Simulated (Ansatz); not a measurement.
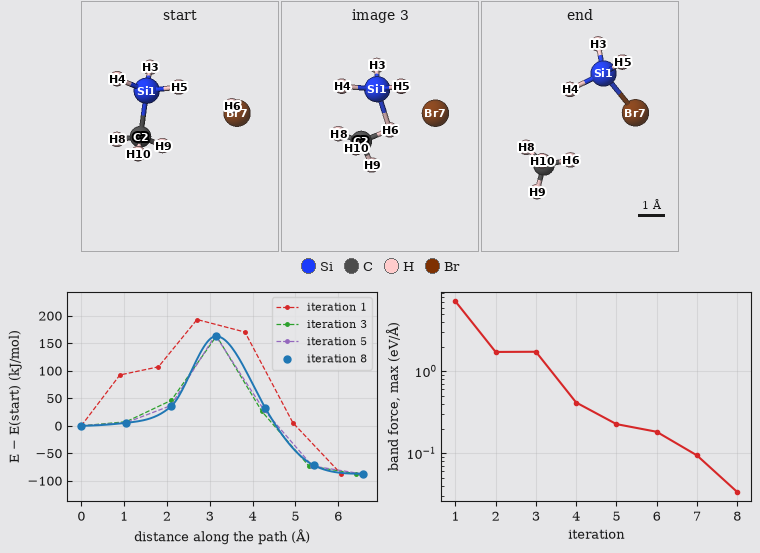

NEB run on CH7BrSi, made up of CH6Si and HBr. Images are numbered from 0 (start) to 6 (end). The plot follows the band through its iterations. A ball-and-stick model, seen at a tilt.

All numbers below come from RKS PBE0-D4/def2-SVP (Ansatz). Set-up: 5 movable images; climbing image; force threshold 0.05 eV/Å; iteration limit 60; spring constant 0.5 eV/Å²; starting path through a guess of the saddle point.

Did the band converge, and can the barrier be trusted?

Answer. The run is converged, with reservations. The band converged in 8 iterations. The largest component of the band force went from 7.1 to 0.034 eV/Å. The climbing image converged on the top of the path. Its curvatures weren't checked. The first iteration put the highest image at 193.3 kJ/mol. Forward barrier 162.9 kJ/mol, backward barrier 249.9 kJ/mol, with image 3 at the top; the reaction energy is −87.0 kJ/mol.

Limits of the set-up: the start holds two separate molecules, 2.5 Å apart at their closest, whose relative position is a soft coordinate.

The run took 110 s on 2 threads of Arm Neoverse V1 (shared host), peak memory 0.22 GiB.
